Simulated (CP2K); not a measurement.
# A workflow on C3H3F3O (SMILES C=COC(F)(F)F)

We compute a structure relaxation (MNDOD), then a short trajectory (MNDOD) of C3H3F3O. 

The results are computed with CP2K 2026.2.

2 further runs of the same task are left out: 2 that didn't finish.

## Step 1: The molecule

The species is C3H3F3O (10 atoms), meant as a singlet with charge 0. SMILES: `C=COC(F)(F)F`. Geometry: a rough force-field guess. This is one conformer, not always the lowest. The run starts from this shape.

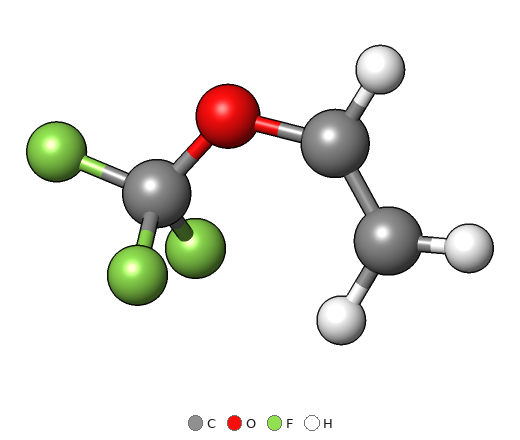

The structure, seen from a chosen angle (carbon grey, oxygen red, fluorine green, hydrogen white).

## Step 2: A geometry optimisation at MNDOD (run 1)

Contents of calc.inp:

```
&GLOBAL
 PROJECT calc
 RUN_TYPE GEO_OPT
 PRINT_LEVEL LOW
&END GLOBAL
&FORCE_EVAL
 METHOD Quickstep
 &DFT
  CHARGE 0
  MULTIPLICITY 1
  ! Quickstep
  &QS
   METHOD MNDOD
   EPS_DEFAULT 1.0E-10
   &SE
    &COULOMB
     CUTOFF [angstrom] 50
     RC_RANGE [angstrom] 0
    &END COULOMB
    &EXCHANGE
     CUTOFF [angstrom] 50
     RC_RANGE [angstrom] 0
    &END EXCHANGE
   &END SE
  &END QS
  ! cluster boundary conditions
  &POISSON
   PERIODIC NONE
   POISSON_SOLVER ANALYTIC
  &END POISSON
  ! self-consistent field
  &SCF
   SCF_GUESS ATOMIC
   EPS_SCF 1.0E-07
   MAX_SCF 150
   ADDED_MOS 2
   &DIAGONALIZATION
    ALGORITHM STANDARD
   &END DIAGONALIZATION
   &MIXING
    METHOD DIRECT_P_MIXING
    ALPHA 0.4
   &END MIXING
  &END SCF
  &PRINT
   &MOMENTS
    PERIODIC F
    REFERENCE COM
    MAX_MOMENT 1
   &END MOMENTS
   &MULLIKEN OFF
   &END MULLIKEN
   &HIRSHFELD OFF
   &END HIRSHFELD
  &END PRINT
 &END DFT
 ! structure
 &SUBSYS
  &CELL
   ABC [angstrom] 15.4 16.1 15.2
   PERIODIC NONE
  &END CELL
  &COORD
   C      0.208000    -1.233600     0.944700
   C      1.003800    -0.450600     0.210200
   O      0.716900     0.612100    -0.625400
   C     -0.521500     1.052600    -0.774600
   F     -0.615700     2.085300    -1.638400
   F     -1.119800     1.457400     0.406300
   F     -1.334200     0.062200    -1.290100
   H      0.575900    -1.988000     1.535500
   H     -0.908300    -1.008300     0.994400
   H      2.078100    -0.640200     0.240400
  &END COORD
  &TOPOLOGY
   &CENTER_COORDINATES
   &END CENTER_COORDINATES
  &END TOPOLOGY
 &END SUBSYS
&END FORCE_EVAL
! ionic moves
&MOTION
 &GEO_OPT
  OPTIMIZER BFGS
  MAX_ITER 100
  MAX_FORCE 4.5E-04
  RMS_FORCE 3.0E-04
 &END GEO_OPT
 ! extra output
 &PRINT
  &TRAJECTORY
   &EACH
    GEO_OPT 1
   &END EACH
  &END TRAJECTORY
  &FORCES ON
   &EACH
    GEO_OPT 1
   &END EACH
  &END FORCES
  &RESTART OFF
  &END RESTART
  &RESTART_HISTORY OFF
  &END RESTART_HISTORY
 &END PRINT
&END MOTION
```

Run with:

```sh
$ OMP_NUM_THREADS=1 cp2k.psmp calc.inp > calc.out
```

The program printed:

```text
CP2K| version string:                                       CP2K version 2026.2
[...]
 GLOBAL| Method name                                                        CP2K
[...]
 GLOBAL| Run type                                                        GEO_OPT
[...]
                             - Atoms:                                         10
[...]
                             - Spherical basis functions:                     31
[...]
 Number of electrons:                                                         42
[...]
     1 P_Mix/Diag. 0.40E+00    0.0     0.81145558       -71.3971738615 -7.14E+01
[...]
  *** SCF run converged in    16 steps ***
[...]
 ENERGY| Total FORCE_EVAL ( QS ) energy [hartree]            -80.350143981950254
[...]
 OPT| Step number                                                              0
[...]
 OPT| Total energy [hartree]                                      -80.3501439820
[...]
 OPT| Step number                                                             10
[...]
 OPT| Total energy [hartree]                                      -80.3717975971
[...]
 OPT| Step number                                                             11
[...]
 OPT| Total energy [hartree]                                      -80.3717977334
[...]
 ***                    GEOMETRY OPTIMIZATION COMPLETED                      ***
[...]
    10 DIIS/Diag.  0.21E-07    0.0     0.00000003       -80.3717977334 -2.70E-13
  *** SCF run converged in    10 steps ***
  Core-core repulsion energy [eV]:                           4495.79799110391195
  Core Hamiltonian energy [eV]:                             -3641.15162466080301
  Two-electron integral energy [eV]:                        -6083.34841161776967
  Electronic energy [eV]:                                   -6682.82583046968739
  Total energy [eV]:                                        -2187.02783936577589
  Atomic reference energy [eV]:                              2179.19020377154084
  Heat of formation [kcal/mol]:                              -180.74018482986148
[...]
 SE_DIPOLE| Moment [Debye]         -1.02794079       1.67969876      -1.21215983
 SE_DIPOLE| Derivative [a.u.]       0.00000000       0.00000000       0.00000000
 ENERGY| Total FORCE_EVAL ( QS ) energy [hartree]            -80.371797733426732
[...]
```

It took 1.7 s on 1 thread of Intel Xeon Platinum 8259CL at 2.50GHz (Skylake/Cascade Lake), shared host; peak memory 0.19 GiB.

Step by step:

```
step  energy from the first frame kept (eV)  largest force (eV/Å)
   1                                 0.0000                1.4364
   2                                -0.0864                0.9127
   3                                -0.1255                0.4366
   4                                -0.1445                0.2071
   5                                -0.1633                0.2594
   6                                -0.1708                0.1914
   7                                -0.1724                0.1822
   8                                -0.1730                0.0485
   9                                -0.1732                0.0158
  10                                -0.1732                0.0121
  11                                -0.1732                0.0049
  12                                -0.1732                0.0049
```

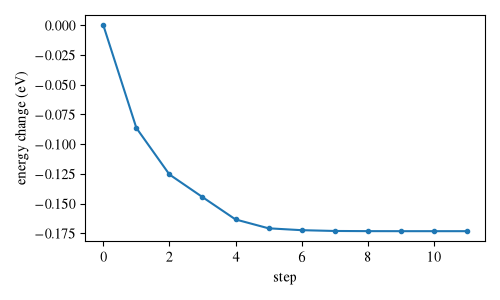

Energy along the run.

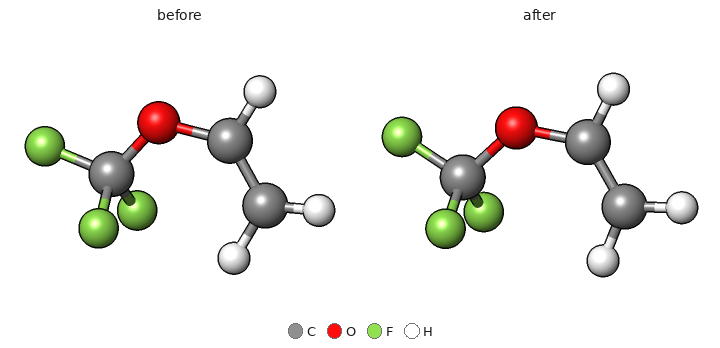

Before and after, at one scale.

After the run. Bond lengths: C1–C2 1.345 Å, C2–O3 1.372 Å, O3–C4 1.397 Å, C4–F5 1.347 Å, C4–F6 1.350 Å, C4–F7 1.350 Å, C1–H8 1.089 Å, C1–H9 1.086 Å, C2–H10 1.101 Å. Some angles: C1–C2–O3 129.6°, C2–O3–C4 128.8°, O3–C4–F5 106.5°, O3–C4–F6 112.1°, O3–C4–F7 112.2°, F5–C4–F6 108.6°, F5–C4–F7 108.6°, F6–C4–F7 108.8°, C1–C2–H10 122.5°, O3–C2–H10 107.9°.

## Step 3: Molecular dynamics at MNDOD (NVE dynamics) (run 2)

Contents of job.py:

```python
import numpy as np
from ase import Atoms
from ase.calculators.cp2k import CP2K
from ase import units
from ase.md.verlet import VelocityVerlet
from ase.md.velocitydistribution import MaxwellBoltzmannDistribution, Stationary, ZeroRotation

atoms = Atoms(['C', 'C', 'O', 'C', 'F', 'F', 'F', 'H', 'H', 'H'],
              positions=[(7.554018, 6.733957, 8.657899),
                         (8.329473, 7.525487, 7.894703),
                         (7.978622, 8.580686, 7.091591),
                         (6.708530, 9.102097, 6.835257),
                         (6.879738, 10.120174, 5.970482),
                         (6.121836, 9.580510, 7.952882),
                         (5.888278, 8.190775, 6.270552),
                         (8.006629, 5.933466, 9.241677),
                         (6.475418, 6.794329, 8.771346),
                         (9.421273, 7.400893, 7.831112)])
atoms.set_cell([15.5, 16.2, 15.3])
atoms.center()
cp2k_input = """
&FORCE_EVAL
    METHOD QS
    &DFT
        &QS
            METHOD MNDOD
            EPS_DEFAULT 1.0E-10
            &SE
                &COULOMB
                    CUTOFF [angstrom] 50
                    RC_RANGE [angstrom] 0
                &END COULOMB
                &EXCHANGE
                    CUTOFF [angstrom] 50
                    RC_RANGE [angstrom] 0
                &END EXCHANGE
            &END SE
        &END QS
        &POISSON
            PERIODIC NONE
            POISSON_SOLVER ANALYTIC
        &END POISSON
        &SCF
            SCF_GUESS ATOMIC
            EPS_SCF 1.0E-07
            MAX_SCF 150
            ADDED_MOS 2
            &DIAGONALIZATION
                ALGORITHM STANDARD
            &END DIAGONALIZATION
            &MIXING
                METHOD DIRECT_P_MIXING
                ALPHA 0.4
            &END MIXING
        &END SCF
        &PRINT
            &MOMENTS
                PERIODIC F
                REFERENCE COM
                MAX_MOMENT 1
            &END MOMENTS
            &MULLIKEN OFF
            &END MULLIKEN
            &HIRSHFELD OFF
            &END HIRSHFELD
        &END PRINT
    &END DFT
    &SUBSYS
    &END SUBSYS
&END FORCE_EVAL
"""
calculator = CP2K(command="cp2k.psmp -s", label="mol", inp=cp2k_input, basis_set=None, basis_set_file=None, potential_file=None, pseudo_potential=None, xc=None, cutoff=None, max_scf=None, charge=None, uks=False,
            force_eval_method=None, print_level="LOW", poisson_solver=None, stress_tensor=False)
atoms.calc = calculator
MaxwellBoltzmannDistribution(atoms, temperature_K=800, rng=np.random.default_rng(3064))
Stationary(atoms)
ZeroRotation(atoms)
dyn = VelocityVerlet(atoms, timestep=0.25 * units.fs, trajectory="md.traj")
def report():
    print(f"{dyn.nsteps:4d} {atoms.get_potential_energy():16.6f} {atoms.get_kinetic_energy():10.6f} {atoms.get_temperature():8.1f}")
dyn.attach(report)
print("step   Epot/eV   Ekin/eV   T/K")
dyn.run(30)
```

Run with:

```sh
$ OMP_NUM_THREADS=1 python job.py
```

The program printed:

```text
job.py:75: DeprecationWarning: Use thermalize_momenta
  MaxwellBoltzmannDistribution(atoms, temperature_K=800, rng=np.random.default_rng(3064))
step   Epot/eV   Ekin/eV   T/K
   0     -2187.027839   1.419898   1098.5
   1     -2187.014554   1.406593   1088.2
   2     -2186.975208   1.367403   1057.9
   3     -2186.912667   1.305199   1009.7
   4     -2186.832602   1.225630    948.2
   5     -2186.743090   1.136715    879.4
   6     -2186.653697   1.047934    810.7
   7     -2186.574143   0.968907    749.6
   8     -2186.512754   0.907868    702.4
   9     -2186.475047   0.870272    673.3
  10     -2186.462772   0.857854    663.7
  11     -2186.473680   0.868398    671.8
  12     -2186.502047   0.896258    693.4
  13     -2186.539843   0.933500    722.2
  14     -2186.578209   0.971359    751.5
  15     -2186.608917   1.001679    774.9
  16     -2186.625517   1.018052    787.6
  17     -2186.624013   1.016491    786.4
  18     -2186.603054   0.995629    770.3
  19     -2186.563719   0.956512    740.0
  20     -2186.509040   0.902132    697.9
  21     -2186.443399   0.836832    647.4
  22     -2186.371925   0.765706    592.4
  23     -2186.299947   0.694057    536.9
  24     -2186.232561   0.626962    485.0
  25     -2186.174308   0.568946    440.2
  26     -2186.128940   0.523756    405.2
  27     -2186.099281   0.494211    382.3
  28     -2186.087139   0.482115    373.0
  29     -2186.093258   0.488213    377.7
  30     -2186.117303   0.512170    396.2
```

mol.out:

```text
CP2K| version string:                                       CP2K version 2026.2
 CP2K| Input file name                                                   mol.inp

[... 100 lines left out ...]
  *** SCF run converged in    16 steps ***
[... 55 lines left out ...]
 SE_DIPOLE| Moment [a.u.]          -0.41191638       0.68535808      -0.47777858
[... 72 lines left out ...]
  *** SCF run converged in    10 steps ***
[... 55 lines left out ...]
 SE_DIPOLE| Moment [a.u.]          -0.43397142       0.75887038      -0.48087356
[... 72 lines left out ...]
  *** SCF run converged in    10 steps ***
[... 55 lines left out ...]
 SE_DIPOLE| Moment [a.u.]          -0.45393628       0.83182501      -0.48529375
[... 72 lines left out ...]
  *** SCF run converged in    10 steps ***
[... 1 line left out ...]
  Core-core repulsion energy [eV]:                           4479.49909228937577
  Core Hamiltonian energy [eV]:                             -3641.93006693882398
  Two-electron integral energy [eV]:                        -6048.08814390203497
  Electronic energy [eV]:                                   -6665.97413888984102

  Total energy [eV]:                                        -2186.47504660046525

  Atomic reference energy [eV]:                              2179.19020377154084
  Heat of formation [kcal/mol]:                              -167.99247981428550

 SE_DIPOLE| Dipole type                                             non-periodic
 SE_DIPOLE| Moment [a.u.]          -0.46530057       0.87959845      -0.48909050
 SE_DIPOLE| Moment [Debye]         -1.18267598       2.23571604      -1.24314393
 SE_DIPOLE| Derivative [a.u.]       0.00000000       0.00000000       0.00000000

 ENERGY| Total FORCE_EVAL ( QS ) energy [hartree]            -80.351482972214157

 Extrapolation method: ASPC

 Number of electrons:                                                         42
 Number of occupied orbitals:                                                 21
 Number of molecular orbitals:
```

It took 3.9 s on 1 thread of Intel Xeon Platinum 8259CL at 2.50GHz (Skylake/Cascade Lake), shared host; peak memory 0.19 GiB.

The path in brief:

```
step  potential energy change (eV)  largest force (eV/Å)  temperature (K)
   0                        0.0000                0.0049             1098
   2                        0.0526                1.7663             1058
   4                        0.1952                3.4884              948
   6                        0.3741                4.9062              811
   8                        0.5151                5.7583              702
  10                        0.5651                5.8862              664
  12                        0.5258                5.3133              693
  14                        0.4496                4.2441              751
  16                        0.4023                4.4262              788
  18                        0.4248                4.6061              770
  20                        0.5188                4.6836              698
  22                        0.6559                4.6609              592
  24                        0.7953                4.5424              485
  26                        0.8989                4.3353              405
  28                        0.9407                4.0485              373
  30                        0.9105                3.6922              396
```

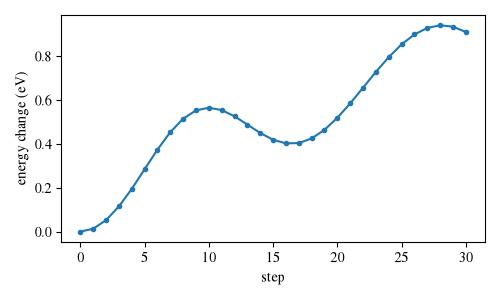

Energy along the run.

## Step 4: Results

| quantity | value |
| --- | --- |
| run 1, MNDOD: total energy at the end | -80.37180 Eh |
| run 1, MNDOD: dipole moment | 2.31 D |
| run 1, MNDOD: heat of formation | -180.7 kcal/mol |
| run 2, MNDOD: potential energy of the last frame | -80.33834 Eh |

What this shows: The optimisation (run 1, MNDOD) took 11 steps. The run spans only 8 fs, so it is not equilibrated: the temperature averages 575 K over its second half, against 1098 K at the start, as kinetic energy flows into the vibrations of a start near a minimum.
